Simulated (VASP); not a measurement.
# Driving VASP from ASE on MgB2, part 2 of 3

Do ASE scripts that read MgB2 from different structure formats give one answer, and do several routes find one equilibrium volume? All runs use PBE. Left out of this account: 1 further run (fields: a reference on another mesh). The start is a cell from a database of measured crystal structures.

VASP 6.6.1; PBE; plane waves and PAW (Mg, B).

So far. Step 2 (Self-consistent run (PBE, through ASE)): The pressure is -1.31 GPa and the largest force 0.000 eV/Å, so the cell is not at a minimum at these settings. Step 3 (Self-consistent run (PBE, through ASE), try 2): The energy lies +3.22 meV an atom from the first script, on another mesh.

**4. Full relaxation (PBE, through ASE)**

Properties are meant for the cell that this level of theory prefers, so cell and atoms are relaxed first (ISIF = 3) until forces and stress are small; EDIFFG sets the threshold.

run.py reads:

```python
import numpy as np
from ase.calculators.vasp import Vasp
from ase import Atoms

atoms = Atoms(['Mg', 'B', 'B'],
              cell=[[3.085, 0.0, 0.0], [-1.5425, 2.67168837, 0.0], [0.0, 0.0, 3.523]],
              scaled_positions=[[0.0, 0.0, 0.0], [0.33333333, 0.66666667, 0.5], [0.66666667, 0.33333333, 0.5]],
              pbc=True)

calc = Vasp(
    xc='pbe',
    pp='PBE',
    prec='Accurate',
    encut=420,
    ediff=1e-06,
    nelm=100,
    ismear=-1,
    sigma=0.05,
    lreal=False,
    algo='Normal',
    nbands=10,
    lorbit=11,
    lwave=False,
    lcharg=False,
    kpar=4,
    ibrion=2,
    nsw=60,
    isif=3,
    ediffg=-0.01,
    pp_version='64',
    setups={'Mg': '', 'B': ''},
    kpts=(11, 11, 9),
    gamma=True,
    txt='vasp.out',
)
atoms.calc = calc

print("energy (eV):", round(atoms.get_potential_energy(), 6))
print("Fermi level (eV):", round(calc.get_fermi_level(), 4))
print("forces (eV/A):")
print(np.round(atoms.get_forces(), 4))
print("stress (GPa, Voigt, tension positive):", np.round(atoms.get_stress() * 160.21766, 3))
print("cell (A, degrees):", np.round(atoms.cell.cellpar(), 4))
print("volume (A^3):", round(atoms.get_volume(), 4))
print("positions:")
print(np.round(atoms.get_scaled_positions(), 5))
```

Potentials, in the order of the species: Mg and B (PBE family, release 64).

Run with:

```sh
$ export ASE_VASP_COMMAND="mpirun -np 4 vasp_std"
$ python run.py
```

Log:

```text
energy (eV): -15.320901
Fermi level (eV): 5.2136
forces (eV/A):
[[-0.  0.  0.]
 [-0. -0.  0.]
 [ 0.  0. -0.]]
stress (GPa, Voigt, tension positive): [ 0.027  0.027 -0.097 -0.    -0.    -0.   ]
cell (A, degrees): [  3.0717   3.0717   3.5284  90.      90.     120.    ]
volume (A^3): 28.8307
positions:
[[0.      0.      0.     ]
 [0.33333 0.66667 0.5    ]
 [0.66667 0.33333 0.5    ]]
```

Run time: 6.2 s. Hardware: 4 MPI ranks of Intel Xeon 6975P-C (Granite Rapids), shared host; peak memory 0.55 GiB.

The INCAR that ASE wrote:

```
ENCUT = 420.000000
SIGMA = 0.050000
EDIFF = 1.00e-06
EDIFFG = -1.00e-02
ALGO = Normal
GGA = PE
PREC = Accurate
IBRION = 2
ISIF = 3
ISMEAR = -1
KPAR = 4
LORBIT = 11
NBANDS = 10
NELM = 100
NSW = 60
LCHARG = .FALSE.
LWAVE = .FALSE.
LREAL = .FALSE.
```

The KPOINTS that ASE wrote:

```
KPOINTS created by Atomic Simulation Environment
0
Gamma
11 11 9
0 0 0
```

VASP's own log, vasp.out:

```text
[... set-up lines as in an earlier step ...]
 entering main loop
       N       E                     dE             d eps       ncg     rms          rms(c)
DAV:   1     0.296834430585E+00    0.29683E+00   -0.33808E+03  1728   0.559E+02
DAV:   2    -0.166177206829E+02   -0.16915E+02   -0.15906E+02  2290   0.938E+01
DAV:   3    -0.169954797666E+02   -0.37776E+00   -0.37637E+00  2088   0.124E+01
DAV:   4    -0.169964925858E+02   -0.10128E-02   -0.10127E-02  2030   0.646E-01
DAV:   5    -0.169964950637E+02   -0.24779E-05   -0.24774E-05  1980   0.322E-02    0.522E+00
DAV:   6    -0.155696239183E+02    0.14269E+01   -0.19306E+00  1788   0.675E+00    0.249E+00
DAV:   7    -0.153296819713E+02    0.23994E+00   -0.10425E+00  1862   0.492E+00    0.777E-01
DAV:   8    -0.153349889650E+02   -0.53070E-02   -0.14528E-01  1752   0.206E+00    0.474E-01
DAV:   9    -0.153221268939E+02    0.12862E-01   -0.32456E-02  1748   0.866E-01    0.666E-02
DAV:  10    -0.153220663759E+02    0.60518E-04   -0.14846E-03  2068   0.234E-01    0.263E-02
DAV:  11    -0.153220622829E+02    0.40930E-05   -0.11578E-04  1838   0.614E-02    0.845E-03
DAV:  12    -0.153220574405E+02    0.48424E-05   -0.20568E-05  1796   0.222E-02    0.159E-03
DAV:  13    -0.153220574388E+02    0.16558E-08   -0.28027E-07  1100   0.409E-03
   1 F= -.15322057E+02 E0= -.15318888E+02  d E =-.153221E+02
 curvature:   0.00 expect dE= 0.000E+00 dE for cont linesearch  0.000E+00
 trial: gam= 0.00000 g(F)=  0.439E-44 g(S)=  0.461E-02 ort = 0.000E+00 (trialstep = 0.100E+01)
 search vector abs. value=  0.461E-02
 bond charge predicted
       N       E                     dE             d eps       ncg     rms          rms(c)
DAV:   1    -0.153237865295E+02   -0.17291E-02   -0.36390E-02  1838   0.163E+00    0.102E-01
DAV:   2    -0.153235721356E+02    0.21439E-03   -0.40274E-04  1950   0.134E-01    0.578E-02
DAV:   3    -0.153234806585E+02    0.91477E-04   -0.17233E-04  1912   0.651E-02    0.877E-03
DAV:   4    -0.153234795797E+02    0.10788E-05   -0.10644E-05  1790   0.196E-02    0.150E-03
DAV:   5    -0.153234795857E+02   -0.60309E-08   -0.35236E-07   974   0.358E-03
   2 F= -.15323480E+02 E0= -.15320659E+02  d E =-.142215E-02
[...]
3 F= -.15323736E+02 E0= -.15320831E+02  d E =-.167894E-02
[...]
4 F= -.15323736E+02 E0= -.15320826E+02  d E =-.167839E-02
 curvature:  -0.36 expect dE=-0.265E-04 dE for cont linesearch -0.440E-06
 ZBRENT: accuracy reached
 trial: gam=-0.00031 g(F)=  0.181E-44 g(S)=  0.736E-04 ort = 0.751E-04 (trialstep = 0.941E+00)
 search vector abs. value=  0.736E-04
 bond charge predicted
       N       E                     dE             d eps       ncg     rms          rms(c)
DAV:   1    -0.153238093992E+02   -0.73437E-04   -0.91057E-04  1746   0.202E-01    0.216E-02
DAV:   2    -0.153237828571E+02    0.26542E-04   -0.53545E-05  1918   0.409E-02    0.829E-03
DAV:   3    -0.153237791029E+02    0.37542E-05   -0.13629E-05  1810   0.185E-02    0.136E-03
DAV:   4    -0.153237789830E+02    0.11989E-06   -0.34640E-07   930   0.414E-03
   5 F= -.15323779E+02 E0= -.15320901E+02  d E =-.431493E-04
 trial-energy change:   -0.000043  1 .order   -0.000044   -0.000069   -0.000018
 step:   1.2759(harm=  1.2759)  dis= 0.00000  next Energy=   -15.323783 (dE=-0.470E-04)
 reached required accuracy - stopping structural energy minimisation
```

From OUTCAR (step 4):

```text
The static configuration has the point symmetry D_6h.

 Found     80 irreducible k-points:

   NELECT =       8.0000    total number of electrons

 E-fermi :   5.2136

 k-point     1 :       0.0000    0.0000    0.0000
  band No.  band energies     occupation
      1      -7.1580      2.00000
      2       2.2961      2.00000
      3       5.6899      0.00015
      4       5.6899      0.00015
      5       6.8965      0.00000
      6      11.6909      0.00000
      7      11.6909      0.00000
    ...

 k-point     2 :       0.0909   -0.0000    0.0000
  band No.  band energies     occupation
      1      -7.0136      2.00000
      2       2.4375      2.00000
      3       4.9704      1.98469
      4       5.3549      0.11188
      5       7.0275      0.00000
      6      11.5827      0.00000
      7      12.3183      0.00000
      8      13.8649      0.00000
    ...

  Total       -0.0047738     -0.0047738      0.0174622      0.0000000     -0.0000000      0.0000000
  in kB       -0.2652908     -0.2652908      0.9704104      0.0000000     -0.0000000      0.0000000
  external PRESSURE =       0.1466096 kB  Pullay stress =       0.0000000 kB

  energy-cutoff  :      420.00
  volume of cell :       28.83
      direct lattice vectors                 reciprocal lattice vectors
     3.071668290  0.000000000 -0.000000000     0.325555986  0.187959836  0.000000000
    -1.535834145  2.660142770  0.000000000    -0.000000000  0.375919673  0.000000000
     0.000000000 -0.000000000  3.528383632     0.000000000 -0.000000000  0.283415894

 POSITION                                       TOTAL-FORCE (eV/Angst)
 -----------------------------------------------------------------------------------
      0.00000      0.00000      0.00000        -0.000000      0.000000      0.000000
     -0.00000      1.77343      1.76419        -0.000000     -0.000000      0.000000
      1.53583      0.88671      1.76419         0.000000      0.000000     -0.000000
 -----------------------------------------------------------------------------------
    total drift:                                0.000000      0.000000      0.000000

  FREE ENERGIE OF THE ION-ELECTRON SYSTEM (eV)
  ---------------------------------------------------
  free  energy   TOTEN  =       -15.3237789830 eV

  energy  without entropy=      -15.3180231030  energy(sigma->0) =      -15.32090104

 reached required accuracy - stopping structural energy minimisation

 total charge
# of ion       s       p       d       tot
------------------------------------------
    1        0.159   0.177   0.057   0.394
    2        0.690   1.236   0.000   1.925
    3        0.690   1.236   0.000   1.925
--------------------------------------------------
tot          1.538   2.648   0.057   4.244

[... 5 parts as in an earlier step ...]

[... 7 further parts left out ...]
```

CONTCAR:

```
Mg B
   1.00000000000000
     3.0716682895533980    0.0000000000000000   -0.0000000000000000
    -1.5358341447766990    2.6601427700860949    0.0000000000000000
     0.0000000000000000   -0.0000000000000000    3.5283836323619031
  Mg              B
     1     2
Direct
     0.0000000000000000    0.0000000000000000    0.0000000000000000
     0.3333333300000021    0.6666666699999979    0.5000000000000000
     0.6666666699999979    0.3333333300000021    0.5000000000000000
```

The run keeps the 24 symmetry operations of its start, so it cannot find a distortion of lower symmetry.

The steps of the relaxation:

```
step  energy less that of the first step (eV)  largest force (eV/Å)  pressure (GPa)  volume (Å³)
   1                                   0.0000                0.0000           -1.31        29.04
   2                                  -0.0014                0.0000            0.72        28.71
   3                                  -0.0017                0.0000            0.15        28.80
   4                                  -0.0017                0.0000            0.12        28.80
   5                                  -0.0017                0.0000            0.01        28.83
```

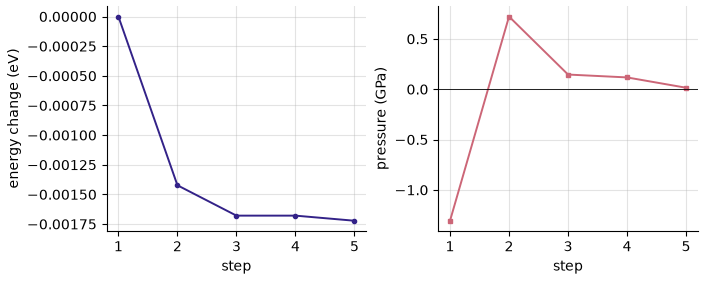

Energy and pressure along the relaxation.

```
conventional cell, symmetrised  before  after  change
                         a (Å)   3.085  3.072  -0.4 %
                         b (Å)   3.085  3.072  -0.4 %
                         c (Å)   3.523  3.528  +0.2 %
              volume (Å³/atom)    9.68   9.61  -0.7 %
```

The relaxed structure:

```
Mg B
1.0
     3.07167    0.00000    0.00000
    -1.53583    2.66014    0.00000
     0.00000    0.00000    3.52838
Mg B
1 2
Cartesian
  0.0000 0.0000 0.0000
  0.0000 1.7734 1.7642
  1.5358 0.8867 1.7642
```

Numbers from this step:

```yaml
irreducible_k_points: 80
free_energy_toten: -15.32 eV
energy_at_zero_smearing: -15.32 eV
fermi_energy: 5.214 eV
pressure: 0.01466 GPa
scf_cycles_over_all_ionic_steps: 28
```

It ends with forces that vanish by symmetry and a pressure of 0.01 GPa.

**5. Energy against volume, from ASE (PBE)**

An ASE loop scales the volume and fits the energies, which gives the bulk modulus from energies alone.

run.py reads:

```python
import numpy as np
from ase.calculators.vasp import Vasp
from ase.io import read
from ase.eos import EquationOfState
from ase.units import GPa

atoms = read('structure.vasp')

calc = Vasp(
    xc='pbe',
    pp='PBE',
    prec='Accurate',
    encut=420,
    ediff=1e-06,
    nelm=100,
    ismear=-1,
    sigma=0.05,
    lreal=False,
    algo='Normal',
    nbands=10,
    lorbit=11,
    lwave=False,
    lcharg=False,
    kpar=4,
    isif=2,
    pp_version='64',
    setups={'Mg': '', 'B': ''},
    kpts=(11, 11, 9),
    gamma=True,
    txt='vasp.out',
)
atoms.calc = calc

cell, volumes, energies = atoms.get_cell(), [], []
for x in [0.94, 0.96, 0.98, 1.0, 1.02, 1.04, 1.06]:
    atoms.set_cell(cell * x ** (1 / 3), scale_atoms=True)
    volumes.append(atoms.get_volume())
    energies.append(atoms.get_potential_energy())
    print(f"{x:.2f}  V = {volumes[-1]:.4f} A^3  E = {energies[-1]:.6f} eV")
v0, e0, b0 = EquationOfState(volumes, energies, eos="birchmurnaghan").fit()
print(f"V0 = {v0:.4f} A^3  E0 = {e0:.6f} eV  B0 = {b0 / GPa:.2f} GPa")
```

structure.vasp reads:

```
MgB2
1.0
    3.0850000000      0.0000000000      0.0000000000
   -1.5425000000      2.6716883707      0.0000000000
    0.0000000000      0.0000000000      3.5230000000
Mg B
1 2
Direct
    0.0000000000      0.0000000000      0.0000000000
    0.3333333333      0.6666666667      0.5000000000
    0.6666666667      0.3333333333      0.5000000000
```

Log:

```text
0.94  V = 27.2949 A^3  E = -15.279788 eV
0.96  V = 27.8756 A^3  E = -15.305468 eV
0.98  V = 28.4564 A^3  E = -15.318107 eV
1.00  V = 29.0371 A^3  E = -15.318888 eV
1.02  V = 29.6179 A^3  E = -15.308878 eV
1.04  V = 30.1986 A^3  E = -15.289056 eV
1.06  V = 30.7794 A^3  E = -15.260294 eV
V0 = 28.7847 A^3  E0 = -15.319934 eV  B0 = 153.58 GPa
```

It took 17 s on 4 MPI ranks; peak memory 0.53 GiB.

ASE turned this into the INCAR:

```
ENCUT = 420.000000
SIGMA = 0.050000
EDIFF = 1.00e-06
ALGO = Normal
GGA = PE
PREC = Accurate
ISIF = 2
ISMEAR = -1
KPAR = 4
LORBIT = 11
NBANDS = 10
NELM = 100
LCHARG = .FALSE.
LWAVE = .FALSE.
LREAL = .FALSE.
```

ASE turned this into the KPOINTS:

```
KPOINTS created by Atomic Simulation Environment
0
Gamma
11 11 9
0 0 0
```

vasp.out (the last of its runs):

```text
[banner, memory and clock lines left out]
running    4 mpi-ranks, on    1 nodes
 distrk:  each k-point on    1 cores,    4 groups
 distr:  one band on    1 cores,    1 groups

 POSCAR found type information on POSCAR MgB
 POSCAR found :  2 types and       3 ions
 LDA part: xc-table for (Slater+PW92), standard interpolation
 POSCAR, INCAR and KPOINTS ok, starting setup
 FFT: planning ... GRIDC
 FFT: planning ... GRID_SOFT
 FFT: planning ... GRID
 WAVECAR not read
 WARNING: random wavefunctions but no delay for mixing, default for NELMDL
 entering main loop
       N       E                     dE             d eps       ncg     rms          rms(c)
DAV:   1    -0.291344047226E+00   -0.29134E+00   -0.33592E+03  1776   0.553E+02
DAV:   2    -0.164403360559E+02   -0.16149E+02   -0.15397E+02  2074   0.932E+01
DAV:   3    -0.168204563249E+02   -0.38012E+00   -0.37835E+00  2084   0.125E+01
DAV:   4    -0.168213636080E+02   -0.90728E-03   -0.90715E-03  2048   0.629E-01
DAV:   5    -0.168213663620E+02   -0.27540E-05   -0.27545E-05  2010   0.333E-02    0.496E+00
DAV:   6    -0.154946448104E+02    0.13267E+01   -0.18319E+00  1792   0.639E+00    0.237E+00
DAV:   7    -0.152714567986E+02    0.22319E+00   -0.99350E-01  1876   0.470E+00    0.744E-01
DAV:   8    -0.152762952262E+02   -0.48384E-02   -0.14085E-01  1750   0.198E+00    0.471E-01
DAV:   9    -0.152639149750E+02    0.12380E-01   -0.32015E-02  1742   0.844E-01    0.641E-02
DAV:  10    -0.152638974505E+02    0.17525E-04   -0.13297E-03  2086   0.225E-01    0.269E-02
DAV:  11    -0.152638925042E+02    0.49464E-05   -0.10901E-04  1838   0.575E-02    0.786E-03
DAV:  12    -0.152638883660E+02    0.41381E-05   -0.17522E-05  1818   0.203E-02    0.156E-03
DAV:  13    -0.152638883752E+02   -0.91868E-08   -0.25143E-07  1118   0.384E-03
   1 F= -.15263888E+02 E0= -.15260294E+02  d E =-.718963E-02
```

From OUTCAR (step 5):

```text
   ENCUT  =  420.0 eV  30.87 Ry    5.56 a.u.   5.26  5.26  6.00*2*pi/ulx,y,z

   NELECT =       8.0000    total number of electrons

 E-fermi :   4.7581

 k-point     1 :       0.0000    0.0000    0.0000
  band No.  band energies     occupation
      1      -7.2188      2.00000
      2       2.0349      2.00000
      3       5.1638      0.00060
      4       5.1638      0.00060
      5       6.3717      0.00000
      6      10.8980      0.00000
      7      10.8980      0.00000
    ...

  Total       -2.0843217     -2.0843217     -1.0636695      0.0000000      0.0000000      0.0000000
  in kB     -108.4965324   -108.4965324    -55.3678690      0.0000000      0.0000000      0.0000000
  external PRESSURE =     -90.7869779 kB  Pullay stress =       0.0000000 kB

 POSITION                                       TOTAL-FORCE (eV/Angst)
 -----------------------------------------------------------------------------------
      0.00000      0.00000      0.00000        -0.000000      0.000000      0.000000
     -0.00000      1.81606      1.79605        -0.000000      0.000000     -0.000000
      1.57275      0.90803      1.79605         0.000000     -0.000000      0.000000
 -----------------------------------------------------------------------------------
    total drift:                                0.000000     -0.000000      0.000000

  FREE ENERGIE OF THE ION-ELECTRON SYSTEM (eV)
  ---------------------------------------------------
  free  energy   TOTEN  =       -15.2638883752 eV

  energy  without entropy=      -15.2566987430  energy(sigma->0) =      -15.26029356

[... 4 parts as in an earlier step ...]

[... 12 further parts left out ...]
```

This step gave:

```yaml
bulk_modulus: 153.6 GPa
equilibrium_volume_of_the_fit: 9.595 Å³/atom
```

The fitted volume lies -0.16 % from the relaxed one.

[end of part 2 of 3]

[Lines on the potential files, build, host, timing and source positions are cut from VASP's logs without a mark.]

[Logs are printed without paths, hosts, clocks, repeated set-up lines and the standing remarks that a program may print on its own settings, such as how far it seeks lower states.]

[Hosts, paths, dates, database ids (printed as entryN), source tags and the programs' standing remarks are cut or masked in the printed files.]

[A measured line is paired with the nearest computed mode of its activity, which favours agreement.]
